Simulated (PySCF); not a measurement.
# C2H5BClP (SMILES PB/C=C\Cl) at MP2/aug-pc-1

Aim: the vertical ionisation energy of C2H5BClP at MP2/aug-pc-1, from 2 runs. The job is set up through a Python script.

The calculation is run with PySCF 2.14.0.

### Step 1. Starting point

The species is C2H5BClP (10 atoms), meant as a singlet with charge 0. SMILES: `PB/C=C\Cl`. The coordinates come from a GFN2-xTB relaxation. This is one conformer, not always the lowest.

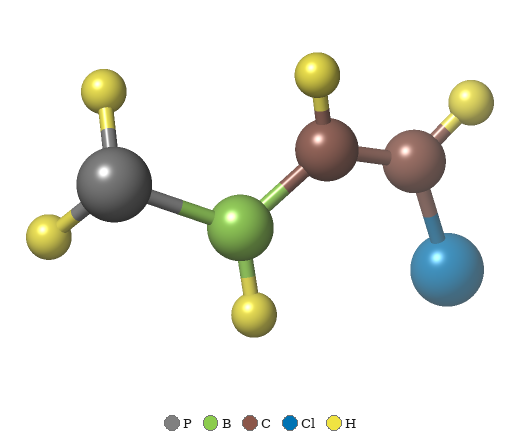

The structure, seen from a chosen angle (phosphorus grey, boron green, carbon brown, chlorine blue, hydrogen yellow).

### Step 2. The energy at MP2/aug-pc-1

File input.xyz:

```xyz
10

P     -0.604080    -1.742450     1.363190
B     -0.026300    -0.795680    -0.135390
C      0.540780     0.625790     0.051810
C      0.752020     1.540540    -0.898720
Cl     0.425850     1.287600    -2.559260
H     -1.223140    -0.754880     2.104040
H     -1.761770    -2.326780     0.892960
H     -0.000480    -1.337560    -1.172890
H      0.773220     0.966610     1.056000
H      1.123910     2.536810    -0.701740
```

File calc.py:

```python
from pyscf import gto, scf, mp

mol = gto.Mole()
mol.atom = 'input.xyz'
mol.max_memory = 1860
mol.verbose = 3
mol.basis = 'aug-pc-1'
mol.build()

mf = scf.RHF(mol)
mf.conv_tol = 1e-10
mf.kernel()
if not mf.converged:
    mf = mf.newton().run(mf.mo_coeff, mf.mo_occ)

pt = mp.MP2(mf, frozen=13).run()
etot = pt.e_tot
print(f'total energy: {etot:.8f} hartree')
```

Command:

```sh
$ OMP_NUM_THREADS=1 python calc.py
```

The log of the run:

```text
converged SCF energy = -903.494483858263
E(RMP2) = -904.119515867142  E_corr = -0.625032008878679
E(SCS-RMP2) = -904.114150232489  E_corr = -0.619666374225627
total energy: -904.11951587 hartree
```

It took 12 s on 1 thread of Intel Xeon Platinum 8488C (Sapphire Rapids), shared host; peak memory 1.1 GiB.

### Step 3. The doublet cation

File input.py:

```python
from pyscf import gto, scf, mp

system = gto.M(
    atom=[
    ('P', (-0.604080, -1.742450, 1.363190)),
    ('B', (-0.026300, -0.795680, -0.135390)),
    ('C', (0.540780, 0.625790, 0.051810)),
    ('C', (0.752020, 1.540540, -0.898720)),
    ('Cl', (0.425850, 1.287600, -2.559260)),
    ('H', (-1.223140, -0.754880, 2.104040)),
    ('H', (-1.761770, -2.326780, 0.892960)),
    ('H', (-0.000480, -1.337560, -1.172890)),
    ('H', (0.773220, 0.966610, 1.056000)),
    ('H', (1.123910, 2.536810, -0.701740)),
],
    basis='aug-pc-1',
    max_memory=1860,
    verbose=4,
    charge=1,
    spin=1,
)

mf = scf.UHF(system)
mf.conv_tol = 1e-10
mf.kernel()
if not mf.converged:
    mf = mf.newton().run(mf.mo_coeff, mf.mo_occ)

pt = mp.MP2(mf, frozen=13).run()
e_tot = pt.e_tot
print('E = %.10f Eh' % e_tot)
```

Command:

```sh
$ OMP_NUM_THREADS=1 python input.py
```

The log of the run:

```text
PySCF version 2.14.0

[INPUT] num. atoms = 10
[INPUT] num. electrons = 53
[INPUT] charge = 1
[INPUT] spin (= nelec alpha-beta = 2S) = 1
[INPUT] symmetry False subgroup None
[INPUT] Mole.unit = angstrom
[INPUT] Symbol           X                Y                Z      unit          X                Y                Z       unit  Magmom
[INPUT]  1 P     -0.604080000000  -1.742450000000   1.363190000000 AA   -1.141545757327  -3.292753285748   2.576055755746 Bohr   0.0
[INPUT]  2 B     -0.026300000000  -0.795680000000  -0.135390000000 AA   -0.049699797076  -1.503617282794  -0.255850020005 Bohr   0.0
[INPUT]  3 C      0.540780000000   0.625790000000   0.051810000000 AA    1.021926093642   1.182571711492   0.097906710514 Bohr   0.0
[INPUT]  4 C      0.752020000000   1.540540000000  -0.898720000000 AA    1.421111840195   2.911198683937  -1.698334662669 Bohr   0.0
[INPUT]  5 Cl     0.425850000000   1.287600000000  -2.559260000000 AA    0.804739870146   2.433211357990  -4.836300481554 Bohr   0.0
[INPUT]  6 H     -1.223140000000  -0.754880000000   2.104040000000 AA   -2.311399612001  -1.426516456912   3.976059355130 Bohr   0.0
[INPUT]  7 H     -1.761770000000  -2.326780000000   0.892960000000 AA   -3.329262794475  -4.396976952115   1.687449840192 Bohr   0.0
[INPUT]  8 H     -0.000480000000  -1.337560000000  -1.172890000000 AA   -0.000907068540  -2.527622075173  -2.216440874241 Bohr   0.0
[INPUT]  9 H      0.773220000000   0.966610000000   1.056000000000 AA    1.461174034036   1.826628169266   1.995550787541 Bohr   0.0
[INPUT] 10 H      1.123910000000   2.536810000000  -0.701740000000 AA    2.123882088660   4.793876130058  -1.326096410652 Bohr   0.0

nuclear repulsion = 225.411420099944
number of shells = 25
number of NR pGTOs = 252
number of NR cGTOs = 168
basis = aug-pc-1
ecp = {}

******** <class 'pyscf.scf.uhf.UHF'> ********
method = UHF
initial guess = minao
damping factor = 0
level_shift factor = 0
DIIS = <class 'pyscf.scf.diis.CDIIS'>
diis_start_cycle = 1
diis_space = 8
diis_damp = 0
SCF conv_tol = 1e-10
SCF conv_tol_grad = None
SCF max_cycles = 50
direct_scf = True
direct_scf_tol = 1e-13
number electrons alpha = 27  beta = 26
Set gradient conv threshold to 1e-05
init E= -904.264987210321
[... the frontier-level lines of each cycle are left out ...]

cycle= 1 E= -903.031809948009  delta_E= 1.23  |g|= 0.415  |ddm|= 3.26
cycle= 2 E= -903.137690574906  delta_E= -0.106  |g|= 0.252  |ddm|= 1.46
cycle= 3 E= -903.173357206916  delta_E= -0.0357  |g|= 0.0596  |ddm|= 0.782
cycle= 4 E= -903.179195244288  delta_E= -0.00584  |g|= 0.0282  |ddm|= 0.236
cycle= 5 E= -903.181357558178  delta_E= -0.00216  |g|= 0.0193  |ddm|= 0.127
cycle= 6 E= -903.183659839627  delta_E= -0.0023  |g|= 0.0151  |ddm|= 0.166
cycle= 7 E= -903.185071839644  delta_E= -0.00141  |g|= 0.012  |ddm|= 0.131
cycle= 8 E= -903.186342219376  delta_E= -0.00127  |g|= 0.00909  |ddm|= 0.158
cycle= 9 E= -903.18715086475  delta_E= -0.000809  |g|= 0.00418  |ddm|= 0.177
cycle= 10 E= -903.187275380391  delta_E= -0.000125  |g|= 0.00233  |ddm|= 0.0608
cycle= 11 E= -903.187300782317  delta_E= -2.54e-05  |g|= 0.000922  |ddm|= 0.0408
cycle= 12 E= -903.187301874372  delta_E= -1.09e-06  |g|= 0.000743  |ddm|= 0.0114
cycle= 13 E= -903.187303365706  delta_E= -1.49e-06  |g|= 0.000439  |ddm|= 0.00451
cycle= 14 E= -903.187304224751  delta_E= -8.59e-07  |g|= 0.000332  |ddm|= 0.00286
cycle= 15 E= -903.187304850481  delta_E= -6.26e-07  |g|= 0.000257  |ddm|= 0.00276
cycle= 16 E= -903.187305385194  delta_E= -5.35e-07  |g|= 0.000143  |ddm|= 0.00361
cycle= 17 E= -903.187305614888  delta_E= -2.3e-07  |g|= 9.37e-05  |ddm|= 0.00247
cycle= 18 E= -903.18730572713  delta_E= -1.12e-07  |g|= 4.64e-05  |ddm|= 0.00223
cycle= 19 E= -903.187305746746  delta_E= -1.96e-08  |g|= 2.36e-05  |ddm|= 0.000835
cycle= 20 E= -903.187305751098  delta_E= -4.35e-09  |g|= 1.21e-05  |ddm|= 0.000441
cycle= 21 E= -903.187305751876  delta_E= -7.77e-10  |g|= 5.21e-06  |ddm|= 0.000121
cycle= 22 E= -903.187305752009  delta_E= -1.33e-10  |g|= 2.05e-06  |ddm|= 6.39e-05
cycle= 23 E= -903.187305752021  delta_E= -1.27e-11  |g|= 9.12e-07  |ddm|= 1.55e-05
Extra cycle  E= -903.187305752024  delta_E= -2.27e-12  |g|= 6.09e-07  |ddm|= 3.34e-06
converged SCF energy = -903.187305752024  <S^2> = 0.86114433  2S+1 = 2.1082166

******** <class 'pyscf.mp.ump2.UMP2'> ********
nocc = (np.int64(14), np.int64(13)), nmo = (155, 155)
frozen orbitals 13
E(UMP2) = -903.77802008559  E_corr = -0.590714333566501
E(SCS-UMP2) = -903.772541580554  E_corr = -0.585235828530257
E_corr(same-spin) = -0.142640044326397
E_corr(oppo-spin) = -0.448074289240104
E = -903.7780200856 Eh
```

Run time: 55 s. Hardware: 1 thread of Intel Xeon Platinum 8488C (Sapphire Rapids), shared host; peak memory 1.6 GiB.

### Step 4. Outcome

At MP2/aug-pc-1, 13 core orbitals frozen:

| quantity | value |
| --- | --- |
| singlet C2H5BClP: total energy | -904.11952 Eh |
| singlet C2H5BClP: dipole moment (Hartree–Fock density) | 1.46 D |
| singlet C2H5BClP: HOMO energy (Hartree–Fock orbitals) | -9.56 eV |
| singlet C2H5BClP: LUMO energy (Hartree–Fock orbitals) | 0.73 eV |
| singlet C2H5BClP: HOMO–LUMO gap (Hartree–Fock orbitals) | 10.29 eV |
| singlet C2H5BClP: correlation energy (13 core orbitals frozen) | -625.0 mEh |
| doublet cation: total energy | -903.77802 Eh |
| doublet cation: HOMO energy (Hartree–Fock orbitals) (highest over α and β) | -14.74 eV |
| doublet cation: LUMO energy (Hartree–Fock orbitals) (lowest over α and β) | -7.22 eV |
| doublet cation: correlation energy (13 core orbitals frozen) | -590.7 mEh |
| doublet cation: ⟨S²⟩ of the reference determinant | 0.861 |
| vertical ionisation energy (to the doublet cation) | 9.293 eV |

Removing an electron at fixed nuclei costs 9.29 eV (897 kJ/mol). Mulliken charges (singlet C2H5BClP) of the mean-field density run from -1.01 on P1 to +1.25 on B2; in a basis this large or diffuse they mean little. ⟨S²⟩ (doublet cation) is 0.86 where a pure doublet has 0.75: the reference is spin-contaminated.
